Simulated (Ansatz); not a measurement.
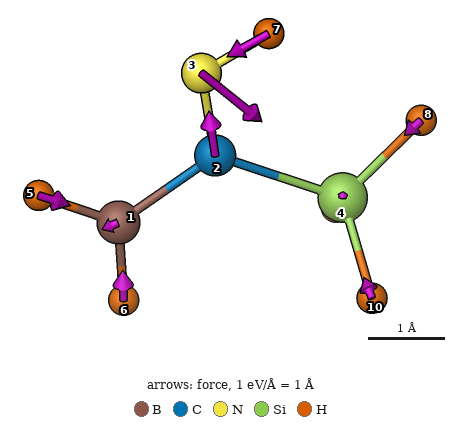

Starting geometry of CH₆BNSi with the computed forces as purple arrows. Style: ball-and-stick. Shown at a tilt.

The start comes from PBE-D4/def2-SVP.

All numbers below come from Ansatz, RKS PBE0-D4/def2-TZVP.

Input file:
```yaml
crystal:
  periodic: [false, false, false]
  atoms:
    - {symbol: B, position_ang: [-0.599093, 1.505473, -0.665091]}
    - {symbol: C, position_ang: [-0.339757, -0.041327, -0.461241]}
    - {symbol: N, position_ang: [-0.935234, -0.834262, -1.306963]}
    - {symbol: Si, position_ang: [0.792523, -0.639985, 0.972591]}
    - {symbol: H, position_ang: [-1.304286, 1.868407, -1.584283]}
    - {symbol: H, position_ang: [-0.097847, 2.322921, 0.087248]}
    - {symbol: H, position_ang: [-0.712434, -1.832998, -1.097927]}
    - {symbol: H, position_ang: [0.861773, -2.145937, 0.942473]}
    - {symbol: H, position_ang: [0.241315, -0.186027, 2.298273]}
    - {symbol: H, position_ang: [2.176341, -0.067466, 0.817719]}
basis:
  gaussian: {orbitals: def2-TZVP}
hamiltonian: {xc: pbe0, dispersion: d4}
relax: {f_tol: 0.005, max_steps: 150}
```

Run as
```bash
ansatz run in.yaml --threads 2 --pin off --events-out ev --progress --plain --max-ram 4352MiB
```

### Is this structure relaxed? If not, where do the atoms go?

It isn't relaxed: the largest force vector, on N3, is 1.19 eV/Å. The final displacements have little in common with the starting forces (cosine between the two patterns 0.19). The energy falls by 18.6 kcal/mol in 49 accepted moves (55 points after the start). The largest force component goes from 0.95 to 0.0019 eV/Å. The line search rejected the trial steps at points 3, 5, 19, 22, 39, 54 of the run. The forces were under the threshold at step 6, but the run went on from there. The largest move after the best rigid fit is that of H5, 2.06 Å. By element the largest moves are H 2.06 Å, B 0.86 Å, N 0.86 Å, C 0.82 Å, Si 0.63 Å. Among the contacts that change: B1–Si4 3.037 → 2.029 Å, C2–Si4 1.923 → 2.815 Å, C2–N3 1.303 → 1.162 Å, B1–C2 1.582 → 1.503 Å. New bonds form: B1–Si4 (3.04 → 2.03 Å). Bonds break: C2–Si4 (1.92 → 2.81 Å). Among the angles between lasting bonds that change: B1–C2–N3 115.9° → 179.7°, C2–N3–H7 110.8° → 161.3°, C2–B1–H6 120.6° → 108.8°. Cost: 2.7 min on 2 threads of Arm Neoverse V2 (shared host).
